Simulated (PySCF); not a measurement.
```xyz
2

Rb    0.0000    0.0000   -2.1214
In    0.0000    0.0000    1.5676
```

Core potentials replace the inner electrons of Rb and In.

Method: PySCF, PBE0/def2-SVPD, non-relativistic Hamiltonian with scalar-relativistic core potentials where named, at a bond length of 3.689 Å.

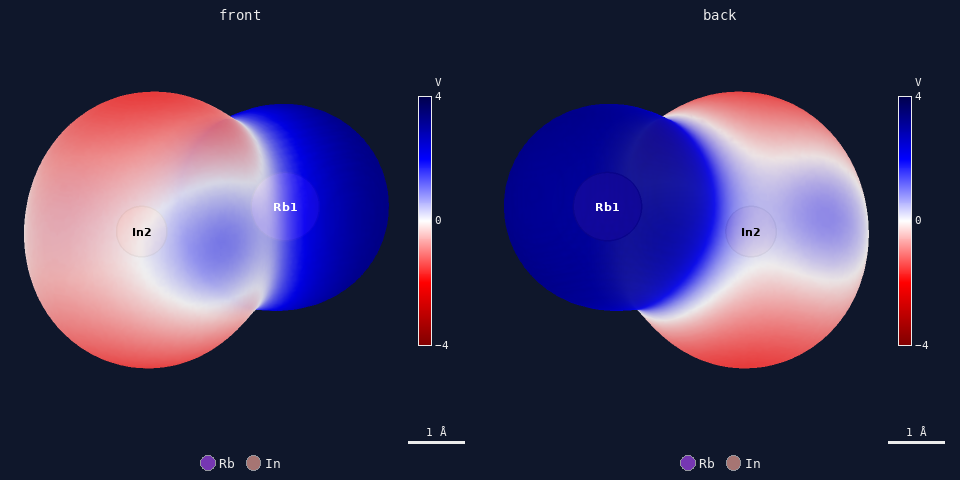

RbIn (triplet). The molecular electrostatic potential painted on the density surface at 0.002 e/bohr³, seen from the front and from behind; red is negative and blue positive.

**Which sites attract a positive test charge, and which a negative one?**

A positive charge is drawn to the negative regions and a negative charge to the positive ones. The most negative region (about −1.5 V) lies over In2, the most positive (about +3.2 V) over Rb1.
